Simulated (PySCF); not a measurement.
C4H7FGe, SMILES [CH]([GeH]([CH]=C)[F])=C at its CAM-B3LYP/def2-SVP optimised geometry (Å):

```
13

Ge     0.1157    -1.9449     0.0000
F     -0.3390    -2.6904    -1.5151
C     -0.6742    -3.0445     1.3745
C     -1.4240    -2.5443     2.3569
C     -0.5664    -0.1414     0.0000
C      0.2399     0.9205     0.0034
H      1.6515    -1.9449     0.0000
H     -0.4946    -4.1251     1.3381
H     -1.6359    -1.4728     2.4386
H     -1.8642    -3.1813     3.1313
H     -1.6515     0.0120    -0.0114
H     -0.1474     1.9449    -0.0003
H      1.3308     0.8199     0.0061
```

Calculation: CAM-B3LYP/def2-TZVP run with PySCF.

Map of the electron localisation function on the plane z = 0.8 Å:

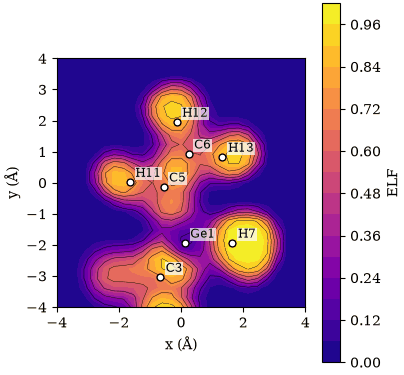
Fig. 1. Electron localisation function on the plane z = 0.8 Å.
